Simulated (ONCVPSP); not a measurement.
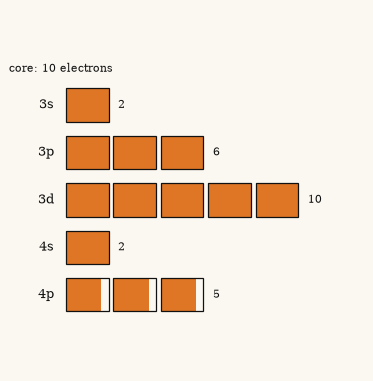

Fig. 1: The valence shells of the reference configuration: a box for each of the 2l + 1 orbitals, shaded by the share of the shell that is filled, with the electron count at the right. The shells are those of the unaltered input.

## Br: pseudopotential generation

- system: bromine (Br, Z = 35), core [Ne], reference valence 3s2 3p6 3d10 4s2 4p5, valence charge 25. (This line and the method describe the unaltered input from which the odd one was made.)
- method: ONCV potential, PBE, scalar-relativistic, made with ONCVPSP 4.0.1

## Input
```
# ATOM AND REFERENCE CONFIGURATION
# atsym  z   nc   nv     iexc    psfile
  Br 35.00    3    5        4      upf
#
#   n    l    f
    1    0    2.00
    2    0    2.00
    2    1    6.00
    3    0    2.00
    3    1    6.00
    3    2   10.00
    4    0    2.00
    4    1    5.00
#
# PSEUDOPOTENTIAL AND OPTIMIZATION
# lmax
    2
#
#   l,   rc,      ep,       ncon, nbas, qcut
    0    0.90    0.00    4    9   16.20
    1    1.10    0.00    4    7   11.90
    2    0.90    0.00    4    9   18.60
#
# LOCAL POTENTIAL
# lloc, lpopt,  rc(5),   dvloc0
    2    6    0.90    0.00
#
# VANDERBILT-KLEINMAN-BYLANDER PROJECTORs
# l, nproj, debl
    0    2    2.50
    1    3    3.20
    2    0    3.10
#
# MODEL CORE CHARGE
# icmod, fcfact, rcfact
    0    0.00    0.00
#
# LOG DERIVATIVE ANALYSIS
# epsh1, epsh2, depsh
  -10.00    5.00    0.04
#
# OUTPUT GRID
# rlmax, drl
    6.00    0.01
#
# TEST CONFIGURATIONS
# ncnf
    4
# nvcnf
#   n    l    f
    5
    3    0    2.00
    3    1    6.00
    3    2   10.00
    4    0    2.00
    4    1    4.00
#
    5
    3    0    2.00
    3    1    6.00
    3    2   10.00
    4    0    2.00
    4    1    3.00
#
    5
    3    0    2.00
    3    1    6.00
    3    2   10.00
    4    0    2.00
    4    1    2.00
#
    5
    3    0    2.00
    3    1    6.00
    3    2   10.00
    4    0    1.00
    4    1    6.00
#
```

Hardware: 1 CPU thread, shared host.

Run as:
```bash
oncvpsp.x < Br.dat > Br.out
```

## Log (extracts)
```
ONCVPSP  (Optimized Norm-Conservinng Vanderbilt PSeudopotential)
scalar-relativistic version 4.0.1

#   n    l    f        energy (Ha)
    1    0    2.00    -4.8943222E+02
    2    0    2.00    -6.3690277E+01
    2    1    6.00    -5.6173473E+01
    3    0    2.00    -8.7490983E+00
    3    1    6.00    -6.3757134E+00
    3    2   10.00    -2.4518416E+00
    4    0    2.00    -7.3992800E-01
    4    1    5.00    -2.8883916E-01

Reference configufation results
  iterations    24
  all-electron total energy (Ha)   -2.60641272D+03

Begin loop to  construct optimized pseudo wave functions
and semi-local pseudopoentials for all angular momenta

Calculating optimized projector #   1

 for l=   0

    Fraction of norm inside rc  0.942280
    Optimizing pswf for qcut=  16.18 a_B^-1,  ecut= 130.88 Ha
    Residual kinetic energy error=  9.84D-08 Ha

    Energy error per electron        Cutoff
         Ha          eV             Ha
         0.01000     0.27211       67.68
         0.00100     0.02721       85.96
         0.00010     0.00272      100.52
         0.00001     0.00027      112.14

Calculating optimized projector #   2

 for l=   0

    Fraction of norm inside rc  0.067779
    Optimizing pswf for qcut=  16.18 a_B^-1,  ecut= 130.88 Ha
    Residual kinetic energy error=  1.94D-07 Ha

    Energy error per electron        Cutoff
         Ha          eV             Ha
         0.01000     0.27211       56.95
         0.00100     0.02721       79.65
         0.00010     0.00272       97.83
         0.00001     0.00027      111.80

   Wellstate for l =  1  n =  6
     eigenvalue =   2.9112
     asymptotic potential =   3.4112
     half-point radius =  3.2301

Calculating optimized projector #   1

 for l=   1

    Fraction of norm inside rc  0.976435
    Optimizing pswf for qcut=  11.91 a_B^-1,  ecut=  70.93 Ha
    Residual kinetic energy error=  3.16D-05 Ha

    Energy error per electron        Cutoff
         Ha          eV             Ha
         0.01000     0.27211       50.15
         0.00100     0.02721       59.44
         0.00010     0.00272       66.97
         0.00001     0.00027      113.64

Calculating optimized projector #   2

 for l=   1

    Fraction of norm inside rc  0.075381
    Optimizing pswf for qcut=  11.91 a_B^-1,  ecut=  70.93 Ha
    Residual kinetic energy error=  1.89D-05 Ha

    Energy error per electron        Cutoff
         Ha          eV             Ha
         0.01000     0.27211       42.35
         0.00100     0.02721       54.90
         0.00010     0.00272       64.55
         0.00001     0.00027       76.30

Calculating optimized projector #   3

 for l=   1

    Fraction of norm inside rc  0.055281
    Optimizing pswf for qcut=  11.91 a_B^-1,  ecut=  70.93 Ha
    Residual kinetic energy error=  2.88D-05 Ha

    Energy error per electron        Cutoff
         Ha          eV             Ha
         0.01000     0.27211       42.77
         0.00100     0.02721       55.88
         0.00010     0.00272       66.16
         0.00001     0.00027       76.25

Calculating optimized projector #   1

 for l=   2

    Fraction of norm inside rc  0.867863
    Optimizing pswf for qcut=  18.59 a_B^-1,  ecut= 172.78 Ha
    Residual kinetic energy error=  1.47D-06 Ha

    Energy error per electron        Cutoff
         Ha          eV             Ha
         0.01000     0.27211      117.50
         0.00100     0.02721      136.60
         0.00010     0.00272      151.01
         0.00001     0.00027      162.77

Construct Vanderbilt / Kleinmman-Bylander projectors

B matrix Hermiticity error, ll=   0
   1   2    2.1258E-03

  Orthonormal projector coefficients  2.9424E+01 -1.6679E+01

B matrix Hermiticity error, ll=   1
   1   2    1.1411E-03
   1   3    1.3544E-03
   2   3   -1.7190E-04

  Orthonormal projector coefficients -8.2079E+01  1.8452E+01 -2.2389E+00

Pseudoatom total energy -409.781838

Diagnostic tests using Vanderbilt-Kleinman-Bylander pseudopotentials
  1 or more projectors used as specified by nproj input data

   l    rcore       rmatch      e in        delta e   norm test  slope test

   0   0.9035877   0.9310226  -8.7490983   0.0004005   0.9960265   0.9960391
   0   0.9035877   0.9310226  -0.7399280   0.0000467   1.0001367   1.0001132

   1   1.1007880   1.1342103  -6.3757134   0.0001936   1.0004252   1.0004230
   1   1.1007880   1.1342103  -0.2888392   0.0000887   1.0002397   0.9999604
   1   1.1007880   1.1342103   2.9111608   0.0010097   1.0004923   1.0004923

   2   0.9035877   0.9310226  -2.4518416  -0.0000290   0.9999856   1.0000350

 Testing for bound ghosts
   n   l    E NL Schr. Eq   E Basis Diag.   E Cutoff

       0                       -9.460129    429.30  WARNING - GHOST(-)
   1   0       -8.748698       -8.748694    429.30
   2   0       -0.739881       -0.565344    429.30

       1                      -33.121604    251.80  WARNING - GHOST(-)
   2   1       -6.375520       -6.375504    251.80
   3   1       -0.288751       -0.164221    251.80

 Testing for highly-localized positive-energy ghosts
       l    <radius>/rc     E Basis Diag.   E Cutoff

Test configuration 0

   n   l     f        eae           eps        diff
   1   0  2.0000 -489.43222259
   2   0  2.0000  -63.69027665
   2   1  6.0000  -56.17347329
   3   0  2.0000   -8.74909825   -8.74869771    4.01D-04
   3   1  6.0000   -6.37571341   -6.37551984    1.94D-04
   3   2 10.0000   -2.45184156   -2.45187057   -2.90D-05
   4   0  2.0000   -0.73992800   -0.73988130    4.67D-05
   4   1  5.0000   -0.28883916   -0.28875051    8.87D-05

    Total energies and differences
      AE_ref= -2.60641272D+03  AE_tst= -2.60641272D+03  dif=  0.00D+00
      PS_ref= -4.09781838D+02  PS_tst= -4.09781838D+02  dif= -2.84D-13
      PSP excitation error=  2.84D-13

Test configuration 1

   n   l     f        eae           eps        diff
   1   0  2.0000 -489.85009186
   2   0  2.0000  -64.10483209
   2   1  6.0000  -56.58846601
   3   0  2.0000   -9.16127904   -9.16115868    1.20D-04
   3   1  6.0000   -6.78781641   -6.78770551    1.11D-04
   3   2 10.0000   -2.86339271   -2.86354467   -1.52D-04
   4   0  2.0000   -1.11700682   -1.11694182    6.50D-05
   4   1  4.0000   -0.64203818   -0.64191086    1.27D-04

    Total energies and differences
      AE_ref= -2.60641272D+03  AE_tst= -2.60595137D+03  dif=  4.61D-01
      PS_ref= -4.09781838D+02  PS_tst= -4.09320512D+02  dif=  4.61D-01
      PSP excitation error=  2.76D-05

Test configuration 2

   n   l     f        eae           eps        diff
   1   0  2.0000 -490.33541981
   2   0  2.0000  -64.58373501
   2   1  6.0000  -57.06818863
   3   0  2.0000   -9.63552652   -9.63604777   -5.21D-04
   3   1  6.0000   -7.26187731   -7.26202779   -1.50D-04
   3   2 10.0000   -3.33636511   -3.33685019   -4.85D-04
   4   0  2.0000   -1.53753508   -1.53748553    4.96D-05
   4   1  3.0000   -1.03727758   -1.03713032    1.47D-04

    Total energies and differences
      AE_ref= -2.60641272D+03  AE_tst= -2.60511493D+03  dif=  1.30D+00
      PS_ref= -4.09781838D+02  PS_tst= -4.08484072D+02  dif=  1.30D+00
      PSP excitation error=  2.52D-05

Test configuration 3

   n   l     f        eae           eps        diff
   1   0  2.0000 -490.87923066
   2   0  2.0000  -65.11756358
   2   1  6.0000  -57.60327114
   3   0  2.0000  -10.16203841  -10.16364339   -1.60D-03
   3   1  6.0000   -7.78806765   -7.78871554   -6.48D-04
   3   2 10.0000   -3.86086265   -3.86195132   -1.09D-03
   4   0  2.0000   -1.99197313   -1.99199046   -1.73D-05
   4   1  2.0000   -1.46583636   -1.46570589    1.30D-04

    Total energies and differences
      AE_ref= -2.60641272D+03  AE_tst= -2.60386608D+03  dif=  2.55D+00
      PS_ref= -4.09781838D+02  PS_tst= -4.07235158D+02  dif=  2.55D+00
      PSP excitation error= -4.07D-05

Test configuration 4

   n   l     f        eae           eps        diff
   1   0  2.0000 -489.49122929
   2   0  2.0000  -63.74796719
   2   1  6.0000  -56.23087928
   3   0  2.0000   -8.80735114   -8.80748850   -1.37D-04
   3   1  6.0000   -6.43365173   -6.43399539   -3.44D-04
   3   2 10.0000   -2.50868656   -2.50924113   -5.55D-04
   4   0  1.0000   -0.76899716   -0.76897291    2.43D-05
   4   1  6.0000   -0.31084239   -0.31076476    7.76D-05

    Total energies and differences
      AE_ref= -2.60641272D+03  AE_tst= -2.60595809D+03  dif=  4.55D-01
      PS_ref= -4.09781838D+02  PS_tst= -4.09327124D+02  dif=  4.55D-01
      PSP excitation error= -7.81D-05
```

## Outcome

```tsv
quantity	value
outcome	generated, with a ghost state
ghost flags of the generator	2 GHOST(-), 0 GHOST(+)
largest excitation error printed	2.1 meV
wall time	4.8 s
```

## What is odd here

This input holds a deliberate oddity: lpopt set to 6. The program ran to the end. The all-electron atom is untouched: its total energy equals that from the unaltered input (−2606.4127 Ha). The pseudo-atom's energy and ghost flags in the reference configuration are also those from the unaltered input, so the oddity leaves no trace there. The unaltered input has a GHOST(-) flag too. The potential has a bound ghost state, so it can't be used as it stands.
